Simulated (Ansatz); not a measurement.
## Electronic structure of C4H8Ge in real space

```xyz
13

C    -1.7181    2.3447    1.3804
C    -1.1652    1.3024    1.1037
C    -0.4881    0.0524    0.7497
C     0.3083    0.1410   -0.5679
Ge    1.2279   -1.5388   -1.0643
H    -2.2100    3.2655    1.6306
H     0.1828   -0.2343    1.5794
H    -1.2420   -0.7527    0.6835
H     1.0670    0.9371   -0.4980
H    -0.3626    0.4197   -1.3965
H     1.9908   -1.3490   -2.3920
H     0.1988   -2.6791   -1.2333
H     2.2308   -1.9437    0.0395
```

Theory: RKS B3LYP/def2-SVP (Ansatz 0.2.0).

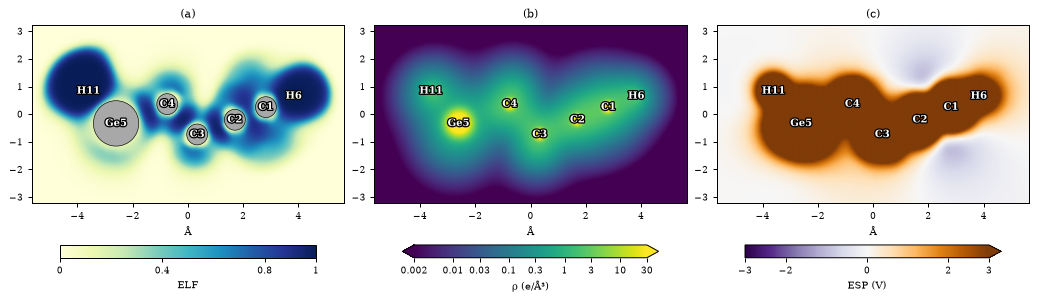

Figure 1. (a) ELF; (b) electron density; (c) electrostatic potential on the plane of atoms C2, C3 and C4. Grey discs cover the atomic cores in the ELF map.

### Read the bonding off the picture.

Atoms in the plane: C, Ge and H. C–C (1.21 Å): the density is about 2.7 e/Å³ at the midpoint; the ELF peaks at about 0.80 between the atoms: a short, multiple covalent bond. C–Ge (1.98 Å): ρ at the midpoint is about 0.85 e/Å³; the ELF peaks at about 0.95 in the valence shell of C, 0.7 Å from its nucleus, and is about 0.70 at the midpoint. C–H (1.07 Å): the density is about 2 e/Å³ at the midpoint; the ELF climbs to about 1 towards the hydrogen, as it does in any bond to H; a covalent bond by its length. Ge–H (1.54 Å): ρ is about 1 e/Å³ halfway; the ELF climbs to about 1 towards the hydrogen. Outside the dense part of the molecule the potential is most negative (−1.0 V) near C1.

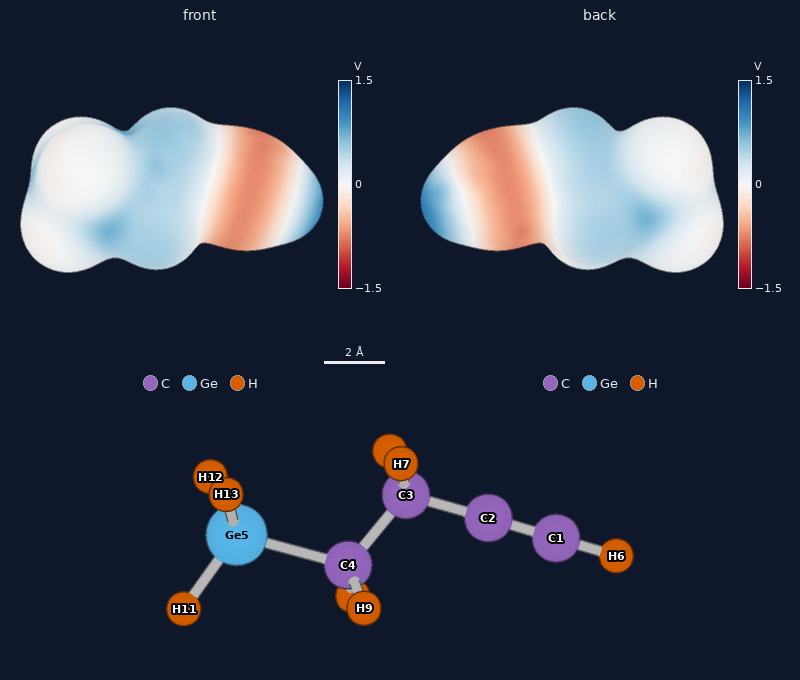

Figure 2. The electrostatic potential painted on the density surface at 0.001 e/bohr³, seen from the front and from behind; the colour scale runs from red (negative) to blue (positive). The bare structure is drawn below in the same view.

### Describe the electrostatic potential map.

The most negative region (about −0.7 V) lies over C1 and C2, the most positive (about +1.0 V) over H6.
